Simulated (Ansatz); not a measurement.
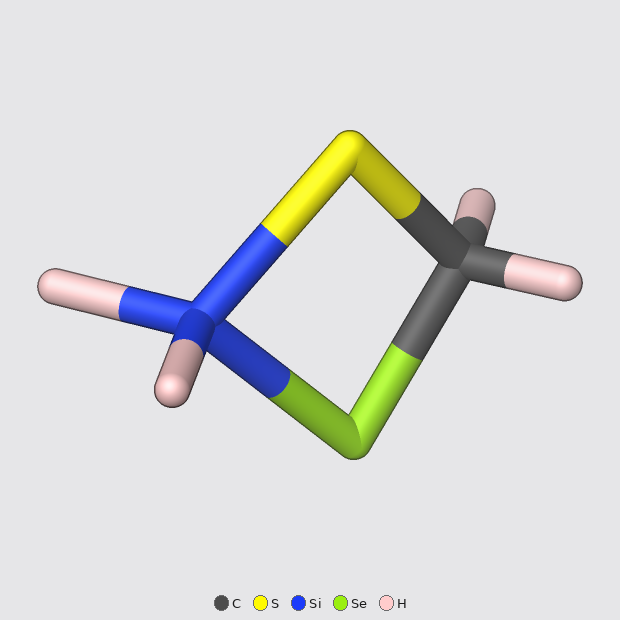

The computed structure is the end point of a PBE0-D4/def2-TZVP optimisation. No frequency run is at hand to confirm it as a minimum.

What does the picture show?

The molecule is CH₄SSeSi. Its SMILES string is `C1S[SiH2][Se]1`. Independent rings (smallest set): 1 of 4 members. Among its groups: Si–H bond. This geometry has Cs symmetry. Coordination, clear cases only: 1 C tetrahedral; 1 S bent; 1 Se bent.

More results for the same structure follow; atom numbers are the same in all pictures, views and colours differ.

**Shape**

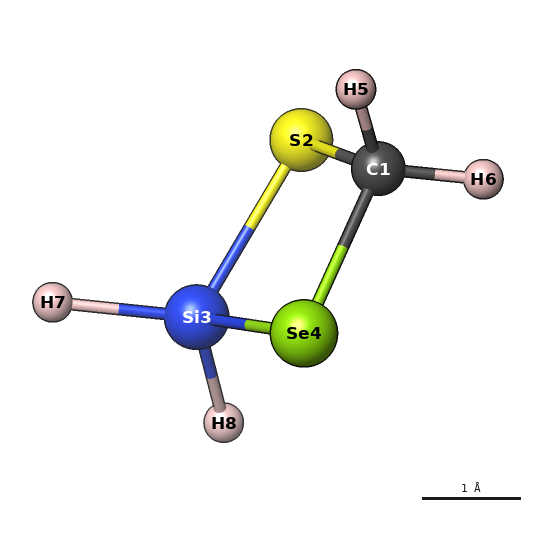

No frequency run is at hand to confirm it as a minimum.

Give the bond lengths.

| bond | length (Å) | order |
| --- | --- | --- |
| C1–S2 | 1.826 | single |
| C1–Se4 | 1.978 | single |
| C1–H5 | 1.088 | single |
| C1–H6 | 1.088 | single |
| S2–Si3 | 2.134 | single |
| Si3–Se4 | 2.273 | single |
| Si3–H7 | 1.486 | single |
| Si3–H8 | 1.486 | single |

**Charges**

The questions are on Mulliken charges. No frequency run is at hand to confirm it as a minimum. Properties computed with RKS PBE0-D4/def2-TZVP (Ansatz 0.2.0).

List the Mulliken charges.

| atom | value (e) |
| --- | --- |
| C1 | −0.19 |
| S2 | −0.19 |
| Si3 | 0.21 |
| Se4 | −0.12 |
| H5 | 0.15 |
| H6 | 0.15 |
| H7 | −0.01 |
| H8 | −0.01 |

**Levels of theory compared**

No frequency run is at hand to confirm it as a minimum. Program: Ansatz 0.2.0.

Compare HOMO–LUMO gap (eV), HOMO energy (eV) at these levels: B3LYP-D4/def2-TZVPP; PBE-D4/def2-TZVPP; PBE0-D4/def2-TZVPP; r2SCAN-D4/def2-TZVPP; ωB97M-V/def2-TZVPP; ωB97X-V/def2-TZVPP.

| level | HOMO–LUMO gap (eV) | HOMO energy (eV) |
| --- | --- | --- |
| B3LYP-D4/def2-TZVPP | 5.16 | −6.65 |
| PBE-D4/def2-TZVPP | 3.58 | −5.75 |
| PBE0-D4/def2-TZVPP | 5.62 | −6.90 |
| r2SCAN-D4/def2-TZVPP | 4.03 | −6.01 |
| ωB97M-V/def2-TZVPP | 9.67 | −9.05 |
| ωB97X-V/def2-TZVPP | 10.01 | −9.19 |

**Dipole moment**

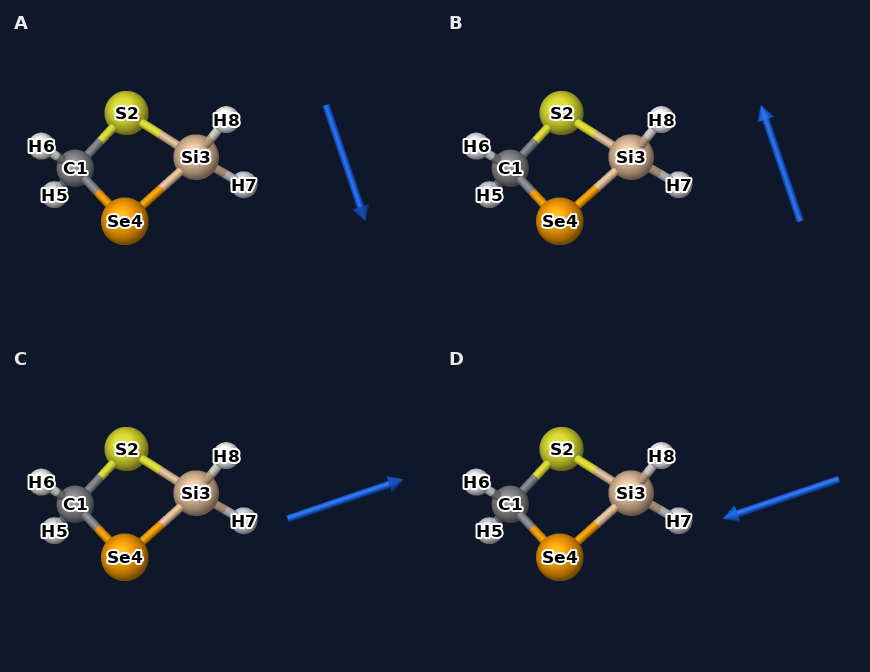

The same molecule four times, each with an arrow. No frequency run is at hand to confirm it as a minimum. Method: RKS PBE0-D4/def2-TZVP (Ansatz 0.2.0).

**Which arrow points along the dipole moment, from the negative to the positive end?**

D. The dipole moment is 0.28 D; it points from the side of H7, H8 to the side of H5, H6 (the outermost atoms at the two ends).

Mulliken values depend strongly on the basis set and can even reverse the polarity of a bond.
